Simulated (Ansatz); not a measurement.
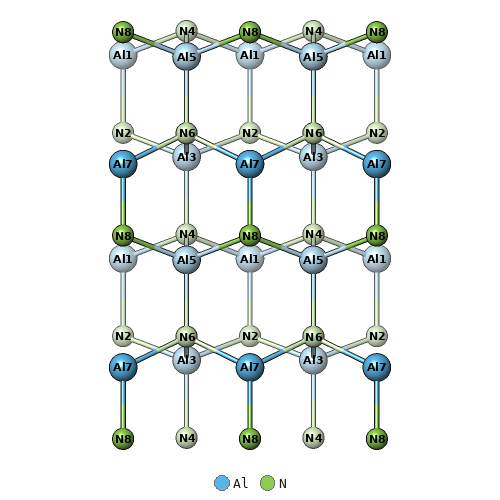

The system is C on an AlN(100) slab cut from the P6_3mc phase, its upper half relaxed before the scan (8 atoms of substrate and one adsorbate in a 1 × 1 cell); the picture shows it without the atoms that are moved over the map. C is moved over the surface cell; relaxed at each place: the height of the adsorbate's atoms; substrate rigid; the origin of the map has the adsorbate above N8. Places are given modulo a cell vector. The map is drawn in real space over the plane of the surface. The grid has 6 × 6 points; 24 points were computed and 12 follow by symmetry. Energies: eV, counted from the lowest grid point. Energies and slopes of some neighbouring points disagree (a jump in structure or state, or too coarse a mesh). The relaxed height changes by up to 0.8 Å between neighbouring points. The magnetic moment jumps between some neighbouring points. With one adsorbate in each 1 × 1 cell, its nearest image is 3.1 Å away, so neighbouring adsorbates interact. Theory: DFT PBE, scalar-relativistic, plane waves, PAW in Ansatz. Settings: cutoff 420 eV, k-mesh 9×6×1, gaussian smearing 0.05 eV, spin-polarised.

Range: position of C9 along the first surface vector from 0.000 to 0.833; position of C9 along the second surface vector from 0.000 to 0.833.

**What will the energy surface look like?**

The lowest grid point is at (0/6, 5/6) of the cell vectors [nearest 1 N at 1.44 Å]. The highest grid point, (3/6, 5/6) of the cell vectors [nearest 1 Al at 2.42 Å and 2 N at 2.43 Å], lies 2.07 eV above the lowest. At the lowest point the adsorbate has 1 N at 1.44 Å as nearest neighbours, at the highest 1 Al at 2.42 Å and 2 N at 2.43 Å. Its relaxed height above the top atom is 1.18 Å at the lowest and 1.66 Å at the highest point.

```tsv
second ↓, first →	0/6	1/6	2/6	3/6	4/6	5/6
5/6	0.00	0.35	1.32	2.07	1.32	0.35
4/6	0.96	1.02	1.25	1.78	1.25	1.02
3/6	1.61	1.70	1.52	0.78	1.52	1.70
2/6	1.47	1.53	1.69	1.66	1.69	1.53
1/6	0.13	0.40	1.03	1.79	1.03	0.40
0/6	0.20	0.41	0.83	1.91	0.83	0.41
```

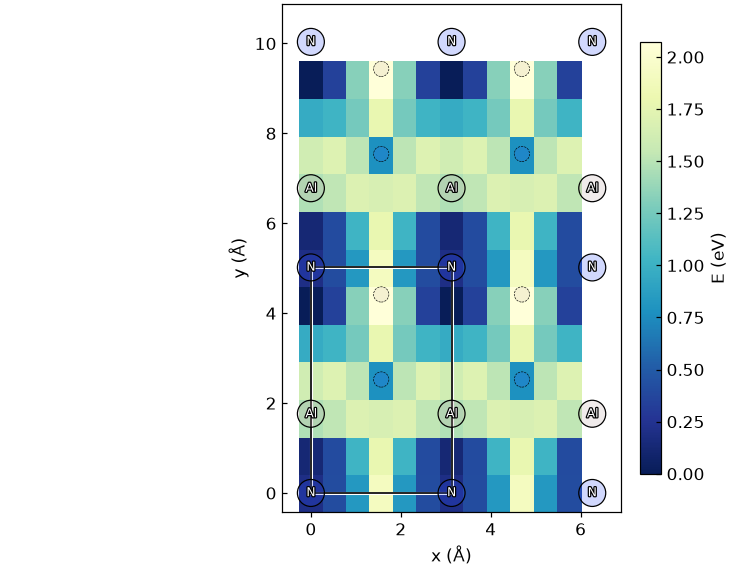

The picture shows one coloured cell a grid point, labelled circles for the atoms of the top layer and small ones for the second layer, the outline of one cell of the 2 × 2 shown.

Each point was launched as `ansatz run input.yaml --threads 2 --pin off --max-ram 6144MiB --backend cpu --events-out ev --progress --plain --runs-dir out`. Time for the 24 points that were run: 97 min on 2 threads of Arm Neoverse N1, on a shared host.

PAW datasets: the set soft_1.
